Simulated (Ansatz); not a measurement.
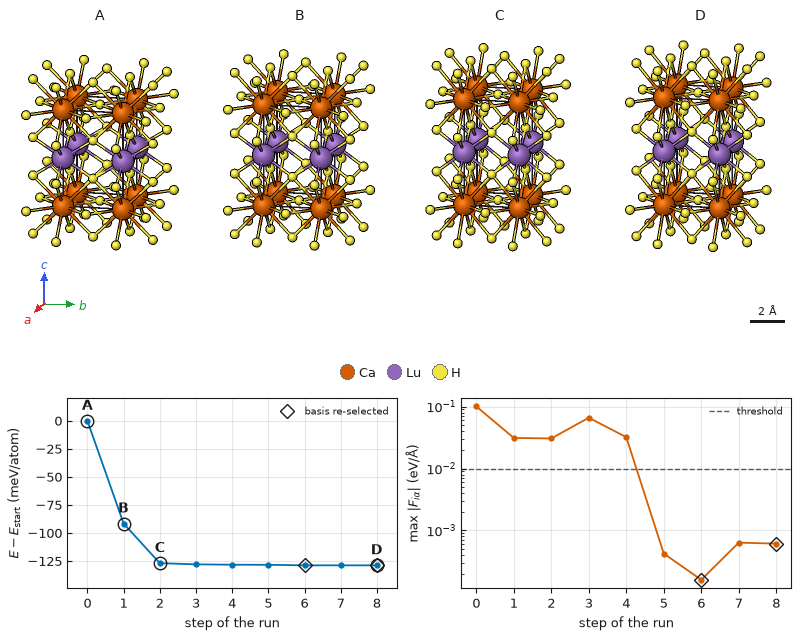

Frames of a relaxation of a crystal of CaLuH₅ (a generated structure, set up in P4/mmm), marked on the history of the run. Style: ball-and-stick. Shown: the cell of the calculation, slightly off an axis.

Level of theory: DFT PBE, scalar-relativistic, plane waves, PAW in Ansatz. Settings: plane-wave cutoff 420 eV; k-point mesh 10 × 10 × 6; occupations gaussian; smearing width 0.1 eV; no spin polarisation; cell and atoms relaxed; force threshold 0.01 eV/Å; at most 80 steps.

Q: Describe the path.

A: After 6 accepted moves (8 points after the start) the energy has fallen by 129 meV per atom. The largest force component goes from 0.1 to 0.00061 eV/Å. Pressure: −2.50 GPa at the start and 0.00 GPa at the end. The SCF was repeated twice at an unchanged geometry on a basis and grid sized afresh for the cell, which shifted the energy by 0.5 meV per atom at most. The largest moves relative to the cell, 0.020 Å, are those of H atoms. Lu and Ca stay in place. The drawn cell changes as follows: a = b 3.717 → 3.437 Å (−7.6 %), c 5.979 → 6.679 Å (+11.7 %); the volume changes by −4.5 %. Some distances before and after: Ca–Lu 2.989 → 3.339 Å, Ca–Ca 3.717 → 3.437 Å, Lu–Lu 3.717 → 3.437 Å, Ca–H 2.629 → 2.430 Å. Among the angles between lasting bonds that change: Lu–H–Lu 115.0° → 105.7°. The space group stays P4/mmm (No. 123). Cost: 2.1 min on 1 thread of Arm Neoverse V1 (shared host), peak memory 0.45 GiB. From step 0 to 1: volume −2.8 %, energy −91.5 meV per atom. From step 1 to 2: H atoms move most (0.02 Å), volume −4.7 %, energy −35.3 meV per atom. From step 2 to 8: volume +3.1 %, energy −2.0 meV per atom.
